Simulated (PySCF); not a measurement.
C$_{4}$H$_{12}$N, charge +1, SMILES `C[N+](C)(C)C`.

Method: TPSSh/cc-pVDZ; geometry: GFN2-xTB; program: PySCF. No frequency check shows the geometry to be a minimum.

Cartesian coordinates (Å):

```
C1      -1.2470   -0.7796   -0.1050
N2      -0.0007    0.0001    0.0000
C3      -0.3249    1.4131    0.2668
C4       0.7508   -0.1016   -1.2643
C5       0.8212   -0.5321    1.1020
H6      -1.8644   -0.3980   -0.9161
H7      -1.0223   -1.8268   -0.3003
H8      -1.8125   -0.7136    0.8239
H9      -0.8797    1.5040    1.1988
H10      0.5874    2.0020    0.3449
H11     -0.9314    1.8202   -0.5412
H12      0.9984   -1.1417   -1.4733
H13      0.1568    0.2873   -2.0893
H14      1.6759    0.4689   -1.2011
H15      1.0687   -1.5741    0.9222
H16      0.2802   -0.4635    2.0440
H17      1.7472    0.0350    1.1901
```

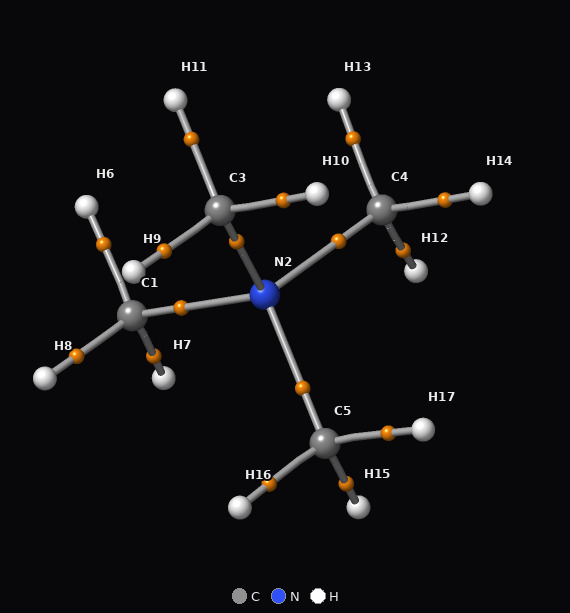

Molecular graph of the electron density (QTAIM): bond paths, bond critical points (orange), ring points (yellow, if any); weak paths are dashed.

How many critical points of each kind are there, and does the count close?

Answer. 17 nuclei, 16 bond, 0 ring and 0 cage critical points: 17 − 16 + 0 − 0 = 1, as the Poincaré–Hopf relation requires.

Give the properties at the bond critical points.

Answer.
| bond | length (Å) | ρ (a.u.) | ∇²ρ (a.u.) | ε | H (a.u.) |
| --- | --- | --- | --- | --- | --- |
| C5–H15 (12 alike) | 1.086 | 0.285 | −1.09 | 0.03 | −0.311 |
| C1–N2 (4 alike) | 1.474 | 0.250 | −0.60 | 0.00 | −0.301 |

What kind of interaction is C5–H15?

Answer. Shared-shell (covalent): ρ = 0.285, ∇²ρ = −1.09, H = −0.311 a.u.
